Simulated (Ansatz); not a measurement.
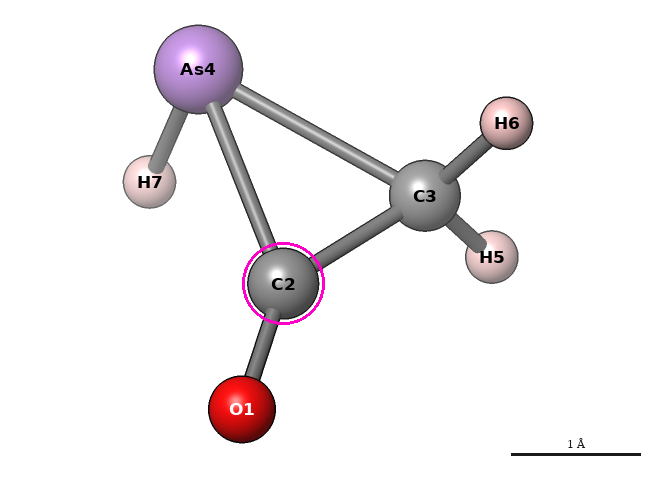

Orthographic view. Distant atoms are faded towards the background colour. The geometry was computed by an optimisation with PBE0-D4/def2-TZVP.

### Which atoms are bonded to the circled atom?

The circled atom is C2; it is bonded to O1, C3, As4.

### Of C3 and H5, which is nearer the viewer?

C3; the bond to H5 points away from the viewer, so it looks shorter than its 1.09 Å.

### Which two atoms are farthest apart in space?

H6 and H7, 3.55 Å.

### Which atom is nearest the viewer?

O1, 1.2 Å in front of the mean position.
